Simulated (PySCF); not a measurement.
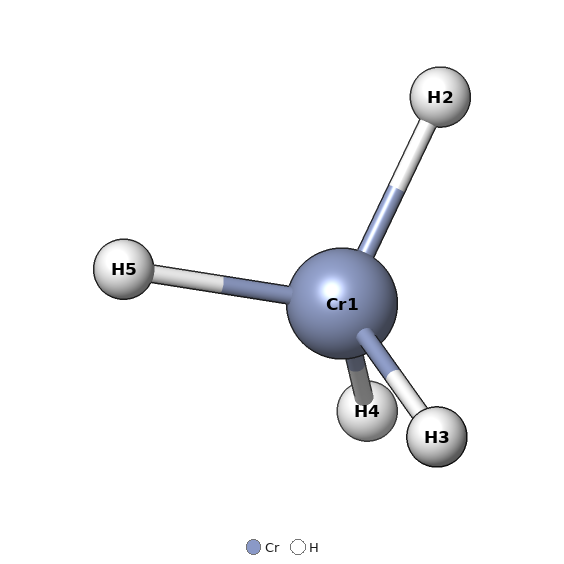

Charge 0, singlet. The computed structure is the end point of a PBE0-D3(BJ)/def2-SVP optimisation. No frequency run is at hand to confirm it as a minimum. Other spin states may lie lower. Level of theory: delta-SCF UKS SCAN, pcX-2 on the ionised atom (unc-x2c-TZVPall on a metal), pcseg-1 elsewhere, spin-free X2C (PySCF 2.14.0).

Give the core-electron binding energies (to vacuum; p and d levels without spin–orbit splitting) of Cr1 2p.

```csv
atom,level,binding energy (eV)
Cr1,2p,583.6
```
